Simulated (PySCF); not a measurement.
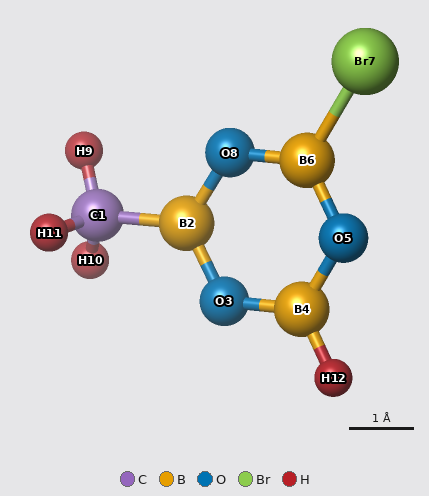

Figure 1. The structure (ball-and-stick view, seen at a tilt; atoms are numbered from 1 in the order of the input). Bond lengths as drawn: B–Br 1.91 Å, B–C 1.56 Å, B–H 1.20 Å, B–O 1.36 to 1.38 Å and C–H 1.10 Å.

# Run report: CH$_{4}$B$_{3}$BrO$_{3}$, excited-state calculation

- system: CH$_{4}$B$_{3}$BrO$_{3}$, SMILES CB1OBOB(Br)O1
- method: TDDFT CAM-B3LYP/def2-SVPD, vertical, IEF-PCM chloroform (non-equilibrium linear response), core orbitals frozen in the response (PySCF 2.14.0)

The geometry comes from this level: PBE0-D3(BJ)/def2-SVP. It belongs to a series of runs on one base structure; here: solvent chloroform.

## Input file
```
{"job": {"kind": "uv", "xc": "CAM-B3LYP", "basis": "def2-SVPD", "solvent": "chloroform", "nstates": 6, "ntriplets": 0}, "charge": 0, "multiplicity": 1}
C      0.718016     1.858716     0.222093
B     -0.814818     1.676173     0.424051
O     -1.353496     0.443124     0.732122
B     -2.697983     0.263642     0.885805
O     -3.544509     1.335766     0.734523
B     -3.030185     2.562837     0.430149
Br    -4.209609     4.051093     0.218568
O     -1.689984     2.738620     0.276451
H      1.026054     2.911357     0.273621
H      1.293200     1.263107     0.946394
H      0.990610     1.477969    -0.778083
H     -3.145708    -0.819107     1.150793
```

The first line tells a small driver script what to run in PySCF; the rest is the geometry in Å.

Run on 1 CPU thread, shared host.

Launched with:
```bash
OMP_NUM_THREADS=1 python <driver script> task.json out
```

## The program's output
```
coarse grid: 53480 points
cycle   1  E = -2914.4975182507  dE =  4.118e-01  |g| = 1.009e+00  |ddm| = 8.355e+00
cycle   2  E = -2914.4456182850  dE =  5.190e-02  |g| = 1.191e+00  |ddm| = 3.470e+00
cycle   3  E = -2914.6935945750  dE = -2.480e-01  |g| = 6.233e-02  |ddm| = 1.822e+00
cycle   4  E = -2914.6944029419  dE = -8.084e-04  |g| = 2.912e-02  |ddm| = 2.268e-01
cycle   5  E = -2914.6946156928  dE = -2.128e-04  |g| = 7.162e-03  |ddm| = 8.203e-02
cycle   6  E = -2914.6946246857  dE = -8.993e-06  |g| = 1.814e-03  |ddm| = 1.749e-02
final grid: 113024 points
cycle   7  E = -2914.6946537321  dE =  2.338e-07  |g| = 2.342e-03  |ddm| = 9.445e-03
cycle   8  E = -2914.6946528885  dE =  8.436e-07  |g| = 3.224e-03  |ddm| = 7.374e-03
cycle   9  E = -2914.6946546971  dE = -1.809e-06  |g| = 7.212e-05  |ddm| = 4.214e-03
cycle  10  E = -2914.6946546982  dE = -1.100e-09  |g| = 1.876e-05  |ddm| = 3.091e-04
cycle  11  E = -2914.6946546984  dE = -1.346e-10  |g| = 1.225e-05  |ddm| = 8.828e-05
```

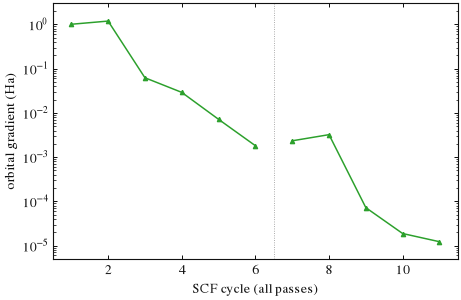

Figure 2. Convergence of the self-consistent field: orbital gradient against the SCF cycle. The dotted line marks the change from a coarse to the final integration grid. The first 6 cycles use a coarse grid, the final grid takes over at cycle 7, and the field converges after 11 cycles in all.

```
converged SCF energy = -2914.6946546984

Static polarisability (au): isotropic 92.064, principal 70.633 93.928 111.630

Singlet excitations
state   eV       nm        f      main configurations
  1   6.9505    178.4   0.00000   H->L 0.64, H->L+2 0.27
  2   7.5064    165.2   0.30712   H-1->L 0.68, H-1->L+2 0.23
  3   7.6477    162.1   0.06936   H->L+1 0.72, H->L+3 0.21
  4   7.8392    158.2   0.07899   H-1->L+1 0.73, H-1->L+3 0.18
  5   7.8673    157.6   0.03944   H-3->L 0.49, H-2->L 0.37
  6   7.9567    155.8   0.00007   H-2->L 0.38, H-3->L 0.27, H-3->L+2 0.13
```

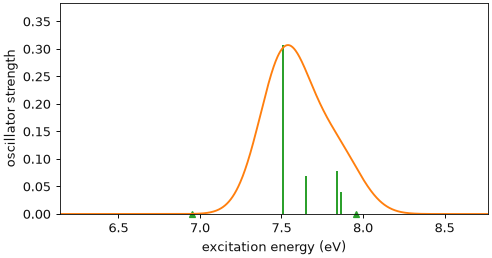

Figure 3. Computed excitations as sticks (degenerate states added up, dark ones marked on the axis), with a Gaussian envelope of 0.35 eV full width at half maximum, scaled to the tallest. Of the 6 states the lowest lies at 6.95 eV (f = 0.000); the strongest line is at 7.51 eV, or 165 nm (f = 0.307).

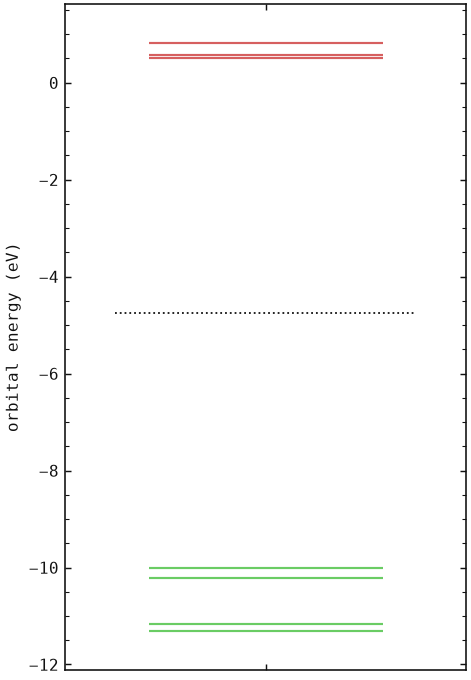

Figure 4. Orbital energies near the frontier; the dotted line parts filled from empty levels, and levels within 0.02 eV of each other stand side by side. Highest filled −10.01 eV, lowest empty 0.52 eV, 10.53 eV apart.

## Summary

```json
{"quantity": "outcome", "value": "converged"}
{"quantity": "total energy", "value": "−2914.694655 hartree"}
{"quantity": "HOMO", "value": "−10.01 eV"}
{"quantity": "LUMO", "value": "0.52 eV"}
{"quantity": "dipole moment", "value": "2.06 D"}
{"quantity": "mean polarisability", "value": "92.06 a.u."}
{"quantity": "lowest excitation", "value": "6.95 eV"}
{"quantity": "wall time", "value": "39 s"}
{"quantity": "peak memory", "value": "1.2 GiB"}
```

## Notes

Spin–orbit coupling is left out, which matters for the heavy atoms.
